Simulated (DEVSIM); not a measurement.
Structure: W/Si3N4/SiO2/n-Si capacitor, at 400 K.

```tsv
layer (left to right)	material	thickness (nm)	Nd (cm⁻³)
1	Si3N4	18.0	-
2	SiO2	0.590	-
3	Si	700	6.8e17
```

Metal gate on the left, work function 4.6 eV. Fixed charge at the semiconductor interface 3.9e11 cm⁻² (in units of +e); no interface traps.

This is a model device: material constants are rounded textbook-type values typed into the input, and sizes, dopings and lifetimes were drawn at random. Values at 300 K; Nc and Nv go as T^1.5, mobilities as T to minus their exponent, the gap by Varshni's rule with the affinity fixed.

```csv
parameter,Si3N4,SiO2,Si
gap (eV),5.1,9,1.124
affinity (eV),2.1,0.9,4.05
permittivity,7.5,3.9,11.7
Nc (cm⁻³),-,-,2.86e19
Nv (cm⁻³),-,-,3.1e19
Varshni α (eV/K),-,-,0.000473
Varshni β (K),-,-,636
```

Model (solved in DEVSIM): 1D Poisson equation in equilibrium, Boltzmann statistics, complete ionisation; no quantum confinement or tunnelling. Metal contacts follow the ideal Schottky-Mott rule: no Fermi-level pinning, no interface dipoles.

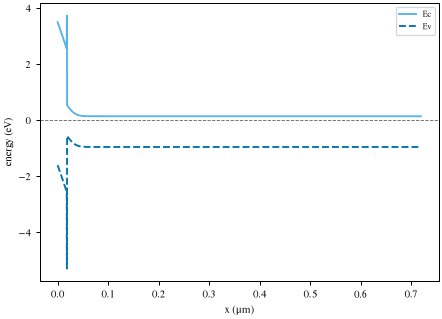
Figure. Band edges at -1.0 V on the gate

Energies count from the Fermi level of the right contact; mesh points crowd at the junctions.

```json
[
 {"x (μm)": "0.000", "Ec (eV)": "3.500", "Ev (eV)": "-1.600", "n (cm⁻³)": "< 1e2", "p (cm⁻³)": "< 1e2", "field (V/cm)": "-530000"},
 {"x (μm)": "0.001220", "Ec (eV)": "3.436", "Ev (eV)": "-1.664", "n (cm⁻³)": "< 1e2", "p (cm⁻³)": "< 1e2", "field (V/cm)": "-530000"},
 {"x (μm)": "0.003552", "Ec (eV)": "3.313", "Ev (eV)": "-1.787", "n (cm⁻³)": "< 1e2", "p (cm⁻³)": "< 1e2", "field (V/cm)": "-530000"},
 {"x (μm)": "0.008008", "Ec (eV)": "3.078", "Ev (eV)": "-2.022", "n (cm⁻³)": "< 1e2", "p (cm⁻³)": "< 1e2", "field (V/cm)": "-530000"},
 {"x (μm)": "0.01439", "Ec (eV)": "2.743", "Ev (eV)": "-2.357", "n (cm⁻³)": "< 1e2", "p (cm⁻³)": "< 1e2", "field (V/cm)": "-530000"},
 {"x (μm)": "0.01675", "Ec (eV)": "2.618", "Ev (eV)": "-2.482", "n (cm⁻³)": "< 1e2", "p (cm⁻³)": "< 1e2", "field (V/cm)": "-530000"},
 {"x (μm)": "0.01798", "Ec (eV)": "2.553", "Ev (eV)": "-2.547", "n (cm⁻³)": "< 1e2", "p (cm⁻³)": "< 1e2", "field (V/cm)": "-700000"},
 {"x (μm)": "0.01863", "Ec (eV)": "0.542", "Ev (eV)": "-0.554", "n (cm⁻³)": "6.5e12", "p (cm⁻³)": "4.9e12", "field (V/cm)": "-280000"},
 {"x (μm)": "0.01996", "Ec (eV)": "0.506", "Ev (eV)": "-0.590", "n (cm⁻³)": "1.8e13", "p (cm⁻³)": "1.7e12", "field (V/cm)": "-260000"},
 {"x (μm)": "0.02275", "Ec (eV)": "0.437", "Ev (eV)": "-0.660", "n (cm⁻³)": "1.4e14", "p (cm⁻³)": "2.3e11", "field (V/cm)": "-230000"},
 {"x (μm)": "0.02862", "Ec (eV)": "0.318", "Ev (eV)": "-0.778", "n (cm⁻³)": "4.3e15", "p (cm⁻³)": "7.4e9", "field (V/cm)": "-170000"},
 {"x (μm)": "0.04725", "Ec (eV)": "0.158", "Ev (eV)": "-0.938", "n (cm⁻³)": "4.5e17", "p (cm⁻³)": "7.2e7", "field (V/cm)": "-23000"},
 {"x (μm)": "0.08015", "Ec (eV)": "0.144", "Ev (eV)": "-0.953", "n (cm⁻³)": "6.8e17", "p (cm⁻³)": "4.7e7", "field (V/cm)": "-87"},
 {"x (μm)": "0.1493", "Ec (eV)": "0.144", "Ev (eV)": "-0.953", "n (cm⁻³)": "6.8e17", "p (cm⁻³)": "4.7e7", "field (V/cm)": "≈ 0"},
 {"x (μm)": "0.3686", "Ec (eV)": "0.144", "Ev (eV)": "-0.953", "n (cm⁻³)": "6.8e17", "p (cm⁻³)": "4.7e7", "field (V/cm)": "≈ 0"},
 {"x (μm)": "0.5528", "Ec (eV)": "0.144", "Ev (eV)": "-0.953", "n (cm⁻³)": "6.8e17", "p (cm⁻³)": "4.7e7", "field (V/cm)": "≈ 0"},
 {"x (μm)": "0.6403", "Ec (eV)": "0.144", "Ev (eV)": "-0.953", "n (cm⁻³)": "6.8e17", "p (cm⁻³)": "4.7e7", "field (V/cm)": "≈ 0"},
 {"x (μm)": "0.6820", "Ec (eV)": "0.144", "Ev (eV)": "-0.953", "n (cm⁻³)": "6.8e17", "p (cm⁻³)": "4.7e7", "field (V/cm)": "≈ 0"},
 {"x (μm)": "0.7060", "Ec (eV)": "0.144", "Ev (eV)": "-0.953", "n (cm⁻³)": "6.8e17", "p (cm⁻³)": "4.7e7", "field (V/cm)": "≈ 0"},
 {"x (μm)": "0.7132", "Ec (eV)": "0.144", "Ev (eV)": "-0.953", "n (cm⁻³)": "6.8e17", "p (cm⁻³)": "4.7e7", "field (V/cm)": "≈ 0"},
 {"x (μm)": "0.7167", "Ec (eV)": "0.144", "Ev (eV)": "-0.953", "n (cm⁻³)": "6.8e17", "p (cm⁻³)": "4.7e7", "field (V/cm)": "≈ 0"},
 {"x (μm)": "0.7186", "Ec (eV)": "0.144", "Ev (eV)": "-0.953", "n (cm⁻³)": "6.8e17", "p (cm⁻³)": "4.7e7", "field (V/cm)": "≈ 0"}
]
```
